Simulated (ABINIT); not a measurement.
Band structure of NbC (Fm-3m, 2 atoms in the cell).

```yaml
crystal:
  lattice:
    - [0.00000, 2.22632, 2.22632]
    - [2.22632, 0.00000, 2.22632]
    - [2.22632, 2.22632, 0.00000]
  atoms:
    - { symbol: Nb, position: [0.00000, 0.00000, 0.00000] }
    - { symbol: C, position: [0.50000, 0.50000, 0.50000] }
```

Computed with PBE, PAW (JTH v2.0 PBE PAW) (plane waves; ABINIT).

Settings: pseudos = [Nb.GGA_PBE-JTH.xml, C.GGA_PBE-JTH.xml]; ecut = 571 eV; pawecutdg = 1143 eV; pawxcdev = 0; occopt = 7; tsmear = 0.1 eV; ngkpt = 10 10 10; nshiftk = 1; shiftk = 0 0 0; potentials = JTH v2.0 PBE PAW; kptopt = 1; nstep = 60; toldfe1 = 1e-09 Ha.

The starting cell comes from a database of computed structures (which also holds hypothetical and non-ambient phases and stackings), without a prior relaxation at this level. Its lattice was rescaled by a random factor within 2.5 % of one. Spin polarisation is off.

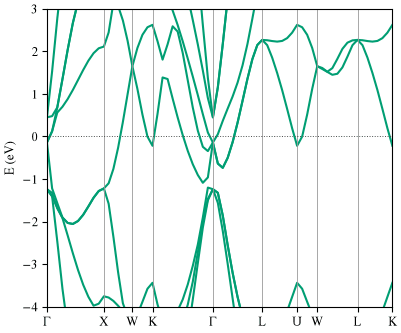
Figure. Bands along the path, energies from the Fermi level.

Levels in eV from the Fermi level, bands 5 to 12:
| point | 5 | 6 | 7 | 8 | 9 | 10 | 11 | 12 |
|---|---|---|---|---|---|---|---|---|
| Γ | -13.40 | -1.24 | -1.24 | -1.24 | -0.14 | -0.14 | -0.14 | 0.45 |
| X | -12.08 | -4.15 | -3.76 | -1.22 | -1.22 | 2.11 | 3.38 | 3.38 |
| W | -11.25 | -4.59 | -4.32 | -4.32 | 1.65 | 1.65 | 3.39 | 5.37 |
| K | -11.34 | -5.11 | -4.14 | -3.44 | -0.22 | 2.62 | 3.57 | 5.75 |
| L | -9.69 | -7.53 | -5.09 | -5.09 | 2.27 | 2.27 | 3.72 | 5.90 |
| U | -11.34 | -5.11 | -4.14 | -3.44 | -0.22 | 2.62 | 3.57 | 5.75 |

Bands cross the Fermi level along this path, so the cell is metallic at this level.
